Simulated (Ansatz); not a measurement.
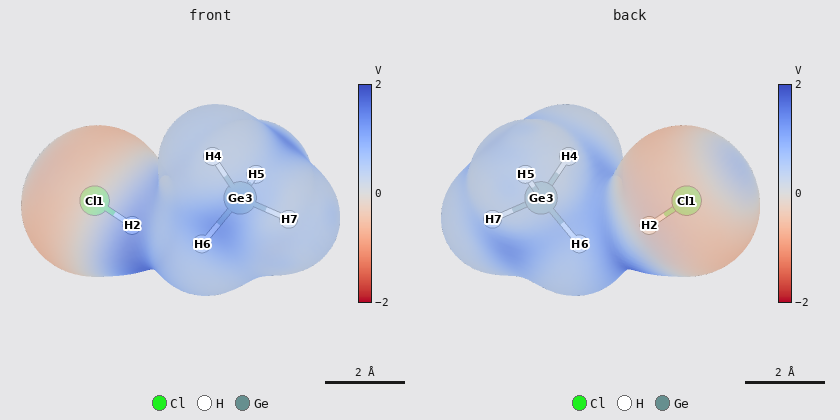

HCl···GeH$_{4}$ (SMILES Cl.[GeH4]). The molecular electrostatic potential painted on the density surface at 0.002 e/bohr³, seen from the front and from behind; the colour scale runs from red (negative) to blue (positive).

Geometry: PBE0-D4/def2-TZVP.

Computed with Ansatz 0.2.0, RKS PBE0-D4/def2-TZVPPD.

```yaml
atoms:
  - { symbol: Cl, position_ang: [-0.4279, -0.0356, -3.0512] }
  - { symbol: H, position_ang: [0.3251, 0.1301, -2.0265] }
  - { symbol: Ge, position_ang: [0.0100, -0.0218, 1.0253] }
  - { symbol: H, position_ang: [-0.5370, -1.4409, 0.8387] }
  - { symbol: H, position_ang: [-1.1282, 0.9998, 0.9353] }
  - { symbol: H, position_ang: [1.0286, 0.2695, -0.0950] }
  - { symbol: H, position_ang: [0.7294, 0.0988, 2.3733] }
```

> Where is the surface potential most negative and most positive?

The most negative region (about −0.5 V) lies over Cl1, the most positive (about +1.6 V) over H2. Cl1 shows a σ-hole: about +0.5 V at the tip opposite its bond, against about −0.5 V on its flanks.
